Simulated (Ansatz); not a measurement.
# [SnH3]− (SMILES [H][Sn-]([H])[H]): levels of theory compared

Wanted: a comparison of 6 runs (UHF/STO-3G, B3LYP/STO-3G, SVWN5/STO-3G, r2SCAN0/STO-3G, wB97M-V/STO-3G, MP2/STO-3G) of [SnH3]−. 

Program for the calculation: Ansatz 0.2.0.

1 further run of the same task is left out (set aside as unsound or not needed).

### Step 1. The system as given

[SnH3]− has 4 atoms, charge -1, and is taken as a singlet. SMILES: `[H][Sn-]([H])[H]`. The H4–Sn1 distance was set to 4.871 Å, away from the relaxed value. At this shape a bond of the SMILES string is far longer than usual.

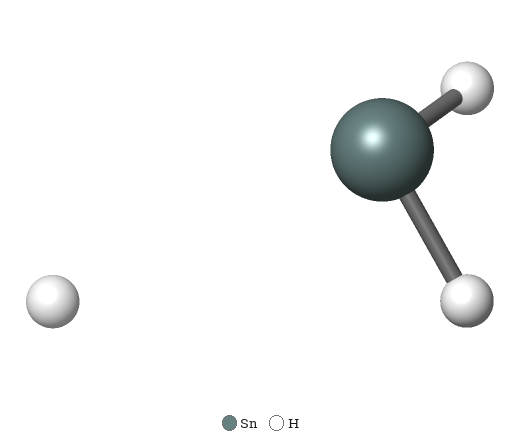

The structure, seen from a chosen angle (tin teal, hydrogen white).

### Step 2. The energy at UHF/STO-3G (run 1)

run.yaml

```yaml
crystal:
  periodic: [false, false, false]
  atoms:
    - {symbol: Sn, position_ang: [1.250871, 2.121304, 2.368604]}
    - {symbol: H, position_ang: [2.895041, 2.081974, 1.325284]}
    - {symbol: H, position_ang: [0.470391, 3.548084, 1.296524]}
    - {symbol: H, position_ang: [-0.844540, -1.404640, -0.259610]}
basis:
  gaussian:
    orbitals: STO-3G
total_charge: -1
magnetization:
  spin_polarized: true
hamiltonian:
  xc: hf
accuracy: high
```

Launch:

```console
ansatz run run.yaml --threads 1 --pin off --max-ram 2610MiB --events-out events.jsonl --progress --plain --runs-dir runs
```

What it wrote:

```text
Warning: RAYON_NUM_THREADS=1 ignored (pool sized by the plan → 1); use --threads N
Functional definition: HF
  name "HF"
  exchange = exact_x
  correlation = 0
510 factors; integrals over basis functions are off by at most 3.3e-8 eV
mean field evaluation 1: about -162302.1560 eV, gradient 5.0e0 eV
mean field evaluation 2: about -162302.1632 eV, gradient 4.9e0 eV
mean field evaluation 4: about -162302.4283 eV, gradient 2.8e0 eV
mean field evaluation 8: about -162284.8874 eV, gradient 8.4e0 eV
mean field evaluation 16: about -162306.1492 eV, gradient 2.7e0 eV
mean field evaluation 32: about -162306.5700 eV, gradient 7.7e-2 eV
mean field -162306.57012566 eV, -5964.6564367734 hartree, gradient 2.2e-8 eV, S^2 1.013839; 1 other end points of the search recorded, 0 dependent functions left out
reference -162306.57012566 eV, -5964.6564367734 hartree; 27, 27 occupied and 3, 3 virtual orbitals, 510 factors
Total energy: -162306.57012566 eV, -5964.6564367734 hartree
```

Wall time 0.36 s (1 thread of AMD EPYC 9R45 (Zen 5), shared host).

### Step 3. The energy at B3LYP/STO-3G (run 2)

Changes to run.yaml since step 2:

```diff
@@ -8,9 +8,5 @@
 basis:
-  gaussian:
-    orbitals: STO-3G
+  gaussian: {orbitals: STO-3G}
 total_charge: -1
-magnetization:
-  spin_polarized: true
-hamiltonian:
-  xc: hf
+hamiltonian: {xc: {name: B3LYP}}
 accuracy: high
```

Launch:

```console
ansatz run run.yaml --threads 1 --pin off --max-ram 2610MiB --events-out events.jsonl --progress --plain --runs-dir runs
```

What it wrote:

```text
Warning: RAYON_NUM_THREADS=1 ignored (pool sized by the plan → 1); use --threads N
Functional definition: B3LYP
  name "B3LYP"
  parameter a0 = 0.2
  parameter ax = 0.72
  parameter ac = 0.81
  exchange = (1 - a0 - ax)*slater_x + ax*b88_x + a0*exact_x
  correlation = (1 - ac)*vwn_rpa_c + ac*lyp_c
510 factors; integrals over basis functions are off by at most 3.3e-8 eV
mean field evaluation 1: about -162359.3809 eV, gradient 1.0e1 eV
mean field evaluation 2: about -162341.4673 eV, gradient 2.1e1 eV
mean field evaluation 4: about -162362.1747 eV, gradient 1.1e1 eV
mean field evaluation 8: about -162362.6685 eV, gradient 5.8e0 eV
mean field -162362.98896101 eV, -5966.7297907303 hartree, gradient 1.8e-8 eV, S^2 0.000000; 0 other end points of the search recorded, 0 dependent functions left out
reference -162362.98899375 eV, -5966.7297919337 hartree; 27, 27 occupied and 3, 3 virtual orbitals, 510 factors
Total energy: -162362.98899375 eV, -5966.7297919337 hartree
```

Run time: 0.72 s. Hardware: 1 thread of AMD EPYC 9R45 (Zen 5), shared host; peak memory 0.12 GiB.

Runs 3 to 5 aren't shown in full; the table further down has their settings and results.

### Step 4. The energy at MP2/STO-3G (run 6)

Changes to run.yaml since step 3:

```diff
@@ -10,3 +10,3 @@
 total_charge: -1
-hamiltonian: {xc: {name: B3LYP}}
+correlation: {method: mp2, frozen_orbitals: {H: 0, Sn: 18}}
 accuracy: high
```

Launch:

```console
ansatz run run.yaml --threads 1 --pin off --max-ram 2610MiB --events-out events.jsonl --progress --plain --runs-dir runs
```

What it wrote, shortened:

```text
Warning: RAYON_NUM_THREADS=1 ignored (pool sized by the plan → 1); use --threads N
[... 2 set-up lines as earlier in the session ...]
[...]
510 factors; integrals over basis functions are off by at most 3.3e-8 eV
[...]
mean field -162303.18574557 eV, -5964.5320630992 hartree, gradient 2.9e-8 eV, S^2 0.000000; 0 other end points of the search recorded, 0 dependent functions left out; unrestricted orbitals would lower it
[...]
unrestricted determinant -162306.57012566 eV, -5964.6564367734 hartree, S^2 1.0138
18 core orbitals not correlated: weight in the atoms' cores, before any rotation towards them, 1.000 or more for the frozen orbitals, at most 0.000 for the correlated occupied ones
reference -162303.18574557 eV, -5964.5320630992 hartree; 9, 9 occupied and 3, 3 virtual orbitals, 510 factors
second order -2.75757971 eV of doubles, -0.00000000 eV of singles
WARN: the method's energy lies above the unrestricted determinant's, so it is not that of the lowest state
Total energy: -162305.94332528 eV, -5964.6334022844 hartree
```

Run time: 0.3 s. Hardware: 1 thread of AMD EPYC 9R45 (Zen 5), shared host.

### Step 5. Overview of the runs

```tsv
run	level	frozen core orbitals	energy (Eh)	wall time
1	UHF/STO-3G	–	-5964.656437	0.36 s
2	B3LYP/STO-3G	–	-5966.729792	0.72 s
3	SVWN5/STO-3G	–	-5960.937004	0.46 s
4	r2SCAN0/STO-3G	–	-5966.995574	1.4 s
5	wB97M-V/STO-3G	–	-5966.776045	5.4 s
6	MP2/STO-3G	18	-5964.633402	0.3 s
```

### Step 6. Results

| quantity | value |
| --- | --- |
| run 6: total energy | -5964.63340 Eh |
| run 6: correlation energy (18 core orbitals frozen) | -101.3 mEh |

In words: Totals of different functionals can't be ranked against each other. In run 6 the log says that unrestricted orbitals would lower the reference, so the values rest on an unstable closed-shell determinant (other closed-shell runs at this shape may share the fault). In runs 1, 2, 3, 4, 5, 6 the basis is minimal, so the values are rough. In runs 1, 2, 3, 4, 5, 6 relativity is left out where basis or elements ask for it. Spin contamination of the reference: run 1 ⟨S²⟩ = 1.01. Where it is this large, the reference is a mixture of spin states, and values that rest on it are in doubt. All runs together took 8.6 s, the longest 5.4 s.
